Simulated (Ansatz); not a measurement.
# SnO (SMILES [O]=[Sn]) at r2SCAN/STO-3G

What is the vertical singlet–triplet gap of SnO at r2SCAN/STO-3G? 

The results are computed with Ansatz 0.2.0.

### Step 1. The system as given

SnO: 2 atoms, total charge 0, spin state singlet. SMILES: `[O]=[Sn]`. Geometry: relaxed at PBE0-D4/def2-TZVP.

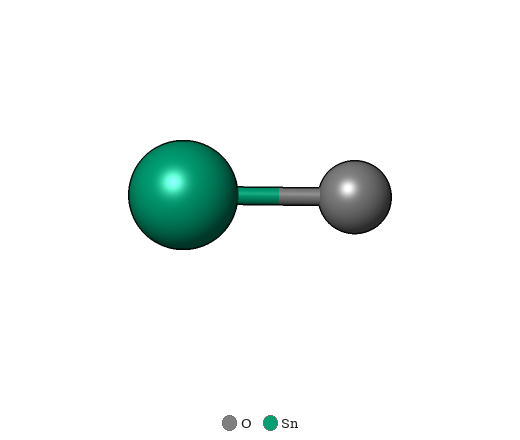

Viewed from a chosen angle; oxygen grey, tin teal.

### Step 2. A single-point energy at r2SCAN/STO-3G

Input file run.yaml:

```yaml
basis:
  gaussian: {orbitals: STO-3G}
crystal:
  periodic: [false, false, false]
  atoms:
    - {symbol: O, position_ang: [-0.000000, 0.000000, -0.007080]}
    - {symbol: Sn, position_ang: [0.000000, -0.000000, 1.810660]}
hamiltonian: {xc: r2scan}
accuracy: high
```

Started as:

```
ansatz run run.yaml --threads 1 --pin off --max-ram 3480MiB --events-out events.jsonl --progress --plain --runs-dir runs
```

What it wrote:

```text
Warning: RAYON_NUM_THREADS=1 ignored (pool sized by the plan → 1); use --threads N
Functional definition: r2SCAN
  name "r2SCAN"
  parameter k0 = 0.174
  parameter k1 = 0.065
  parameter a1 = 4.9479
  exchange = r2scan_x(k0 = k0, k1 = k1, a1 = a1)
  correlation = r2scan_c
568 factors; integrals over basis functions are off by at most 5.0e-9 eV
mean field evaluation 1: about -164340.2550 eV, gradient 3.7e1 eV
mean field evaluation 2: about -164228.7067 eV, gradient 1.3e2 eV
mean field evaluation 4: about -164342.7399 eV, gradient 3.1e1 eV
mean field evaluation 8: about -164346.6280 eV, gradient 8.9e-2 eV
mean field evaluation 16: about -164346.6305 eV, gradient 4.9e-6 eV
mean field -164346.63054233 eV, -6039.6272742834 hartree, gradient 6.8e-8 eV, S^2 0.000000; 0 other end points of the search recorded, 0 dependent functions left out
reference -164346.63054261 eV, -6039.6272742936 hartree; 29, 29 occupied and 3, 3 virtual orbitals, 568 factors
Total energy: -164346.63054261 eV, -6039.6272742936 hartree
```

Wall time 2.5 s (1 thread of Arm Neoverse V2, shared host); peak memory 0.12 GiB.

### Step 3. The triplet, same level

Input file molecule.yaml:

```yaml
crystal:
  periodic: [false, false, false]
  atoms:
    - {symbol: O, position_ang: [-0.000000, 0.000000, -0.007080]}
    - {symbol: Sn, position_ang: [0.000000, -0.000000, 1.810660]}
basis:
  gaussian:
    orbitals: STO-3G
magnetization:
  spin_polarized: true
  initial_magnetization: 2
hamiltonian:
  xc: r2scan
accuracy: high
```

Started as:

```
ansatz run molecule.yaml --threads 1 --pin off --max-ram 3480MiB --events-out events.jsonl --progress --plain --runs-dir runs
```

What it wrote, cut to the lines that bear on the results:

```text
Warning: RAYON_NUM_THREADS=1 ignored (pool sized by the plan → 1); use --threads N
Functional definition: r2SCAN
  name "r2SCAN"
[...]
568 factors; integrals over basis functions are off by at most 5.0e-9 eV
[...]
mean field -164343.41435931 eV, -6039.5090817374 hartree, gradient 8.3e-8 eV, S^2 2.002578; 14 other end points of the search recorded, 0 dependent functions left out
reference -164343.41435987 eV, -6039.5090817581 hartree; 30, 28 occupied and 2, 4 virtual orbitals, 568 factors
Total energy: -164343.41435987 eV, -6039.5090817581 hartree
```

Wall time 40 s (1 thread of Arm Neoverse V2, shared host); peak memory 0.2 GiB.

### Step 4. Outcome

At r2SCAN/STO-3G:

```
                                        quantity           value
                           singlet: total energy  -6039.62727 Eh
                           triplet: total energy  -6039.50908 Eh
                                   triplet: ⟨S²⟩           2.003
vertical energy of the triplet above the singlet        3.216 eV
```

At this shape the triplet lies 3.22 eV (310 kJ/mol) above the singlet. In a minimal basis such a difference can be off by several eV, whatever the method. Relativity is left out (singlet) although the molecule holds a heavy atom. Relativity is left out (triplet) although the molecule holds a heavy atom.
